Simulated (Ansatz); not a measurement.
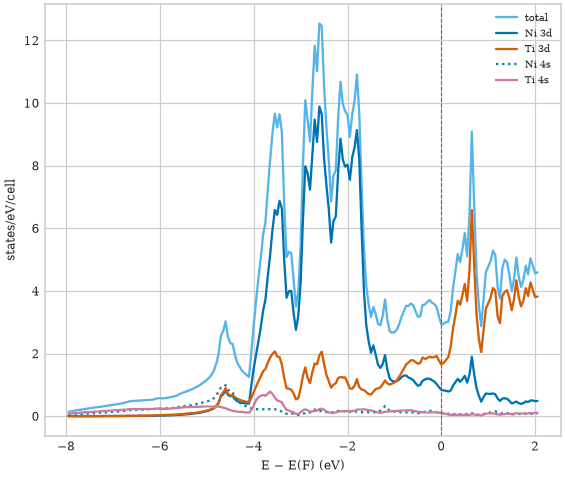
Figure: Total and projected density of states of TiNi in space group Pmma (No. 51; Ti on 2f, Ni on 2e), r²SCAN (plane waves, PAW; program Ansatz)

Question: Which orbitals carry the states next to the Fermi level?

Answer: Within 0.5 eV of the Fermi level: Ti 3d 61 %, Ni 3d 27 %, outside the projected shells 6 %. Projections are on Löwdin-orthogonalised atomic valence shells; empty p or d shells of many metals are not among them.

Question: Where is the tallest occupied peak in this window, and what makes it?

Answer: Near -2.6 eV, about 13 states/eV per cell; the largest projected share is Ni 3d.

The first step of the workflow began from a Materials Project structure, measured or hypothetical; the Crystallography Open Database copy checked does not list it. COD files the formula under space group No. 11, 147, so this cell is another polymorph or a model. Its standing as an ambient phase is unchecked. The cell was relaxed with r²SCAN under the symmetry of its start; whether a distortion lowers the energy is not shown. No spin polarisation was allowed.

Potentials: the later of the program's two PAW sets.
